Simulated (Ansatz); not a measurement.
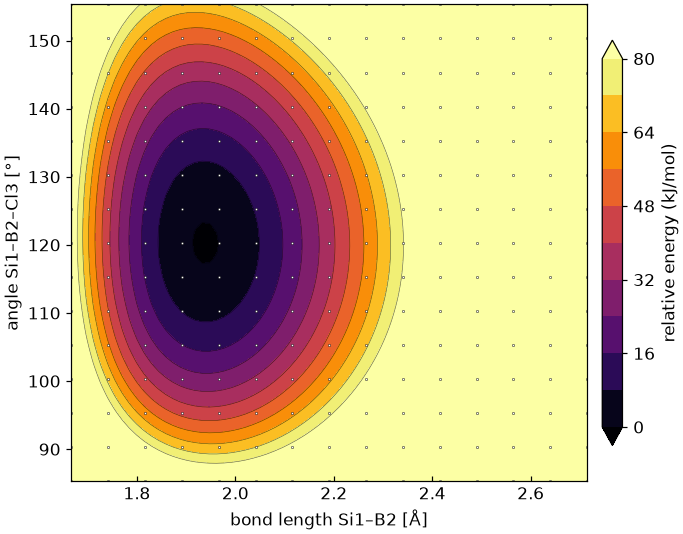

BClH3Si, SMILES [SiH2]BCl, spin multiplicity 2. First axis: bond length Si1–B2. Second axis: angle Si1–B2–Cl3. Nothing is relaxed (all other coordinates rigid). The scan uses a 15 × 15 grid. Points are written as (first, second). All energies are given in kJ/mol relative to the lowest grid point. All numbers below come from Ansatz, UHF-MP2, frozen core/def2-TZVP.

In the figure: filled contours, dots at the grid points, one colour for all values above the top of the scale. Between grid points the surface is interpolated.

> Estimate the position of the minimum and the force constants in these coordinates.

The interpolated minimum is at bond length Si1–B2 ≈ 1.939 Å, angle Si1–B2–Cl3 ≈ 120.3°. The curvatures there are about 17 eV/Å² and 4.1 eV/rad², with a cross term of about 0 eV/(Å·rad). Round the minimum the two coordinates are nearly uncoupled. (1 eV is 96.5 kJ/mol.)
